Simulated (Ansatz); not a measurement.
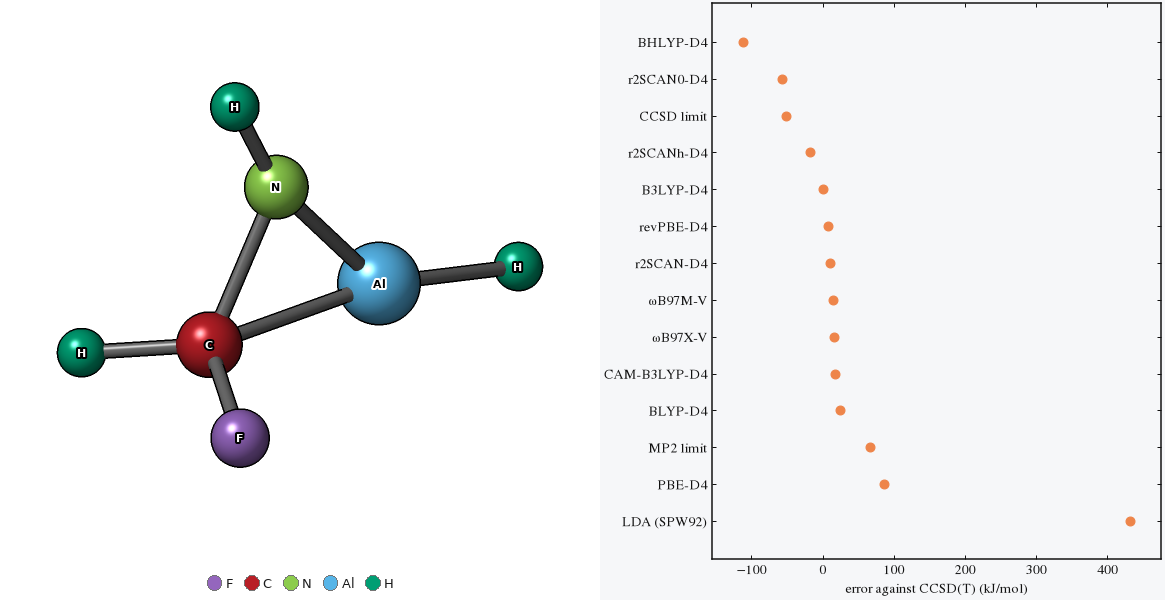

Error in the electronic atomisation energy (method less reference, so positive means overbinding) of CH₃AlFN, SMILES F[C@H]1[NH][AlH]1, singlet: functionals in def2-TZVPP against frozen-core CCSD(T) at the limit (MP2 extrapolated from triple and quadruple zeta, plus CCSD(T) less MP2 in a smaller set), which gives 2317.7 kJ/mol, at a PBE0-D4/def2-TZVP geometry (a minimum by its frequencies), no zero-point or spin-orbit term, the Ansatz code. The reference leaves out core correlation, a term that grows with the number of heavy atoms. Limit means the basis limit.

**What range do the values span?**

From −112.3 kJ/mol (BHLYP-D4) to 432.6 kJ/mol (LDA (SPW92)).

**Which of these levels overbind, and which underbind?**

Overbind: BLYP-D4, MP2 limit, PBE-D4 and LDA (SPW92). Underbind: BHLYP-D4, r2SCAN0-D4 and CCSD limit. Within 20 kJ/mol of zero, too close to call in view of what the reference leaves out: r2SCANh-D4, B3LYP-D4, revPBE-D4, r2SCAN-D4, ωB97M-V, ωB97X-V and CAM-B3LYP-D4.
